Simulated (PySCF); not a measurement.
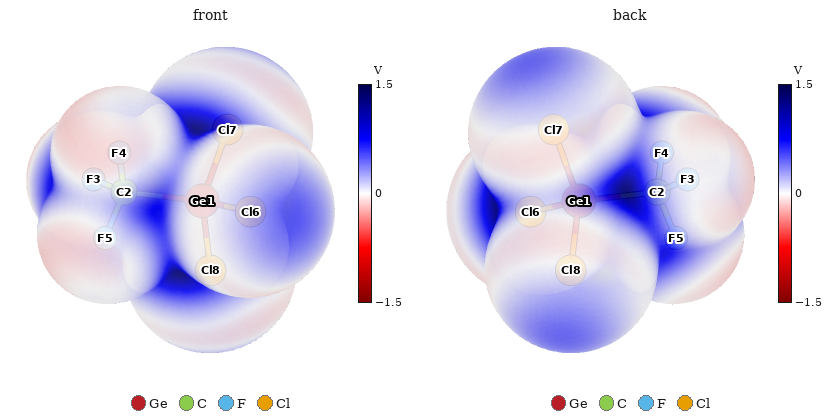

CCl₃F₃Ge (Ge(CF3)Cl3). The electrostatic potential painted on the density surface at 0.001 e/bohr³, seen from the front and from behind; red is negative and blue positive.

Geometry: PBE0-D3(BJ)/def2-SVP.

These are results of B3LYP/def2-SVPD, SCF density, gas phase (PySCF 2.14.0), not measurements.

```json
{"atom": "Ge", "x (Å)": "0.0309", "y (Å)": "0.0576", "z (Å)": "-0.9193"}
{"atom": "C", "x (Å)": "-0.0033", "y (Å)": "-0.0931", "z (Å)": "1.0756"}
{"atom": "F", "x (Å)": "-1.2446", "y (Å)": "0.0400", "z (Å)": "1.5323"}
{"atom": "F", "x (Å)": "0.7531", "y (Å)": "0.8559", "z (Å)": "1.6200"}
{"atom": "F", "x (Å)": "0.4626", "y (Å)": "-1.2775", "z (Å)": "1.4610"}
{"atom": "Cl", "x (Å)": "2.0510", "y (Å)": "0.0698", "z (Å)": "-1.5852"}
{"atom": "Cl", "x (Å)": "-0.9330", "y (Å)": "1.8681", "z (Å)": "-1.4900"}
{"atom": "Cl", "x (Å)": "-0.9786", "y (Å)": "-1.6065", "z (Å)": "-1.7781"}
```

**Describe the electrostatic potential map.**

The most negative region (about −0.1 V) lies over F3, F4, F5 and Cl6, the most positive (about +1.2 V) over Ge1. Cl6 shows a σ-hole: about +0.5 V at the tip opposite its bond, against about 0.0 V on its flanks. Cl7 shows a σ-hole: about +0.5 V at the tip opposite its bond, against about 0.0 V on its flanks. Cl8 shows a σ-hole: about +0.5 V at the tip opposite its bond, against about 0.0 V on its flanks.

**How polar is the molecule by this calculation?**

Its dipole moment is 0.24 D.
